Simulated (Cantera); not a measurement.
Input: 1 mol MgF2, 2.4 mol H2, 11 mol N2, held at 173 Torr.

These are equilibrium values from Cantera (NASA tables, ideal gas, pure condensed phases), not measurements of a reactor. Candidate condensed phases: Mg, MgF2; 28 gas species. The tables' values for MgH are old estimates; treat these amounts as uncertain. Rates play no part.

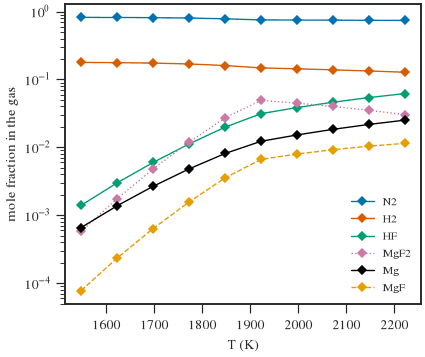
Figure. Equilibrium gas composition (values under 1e-9 drawn at 1e-9)

Q: Read off the mole fractions at 2223 K.

A: N2 about 0.74, H2 about 0.13, HF about 0.062, MgF2 about 0.030, Mg about 0.025, MgF about 0.011.
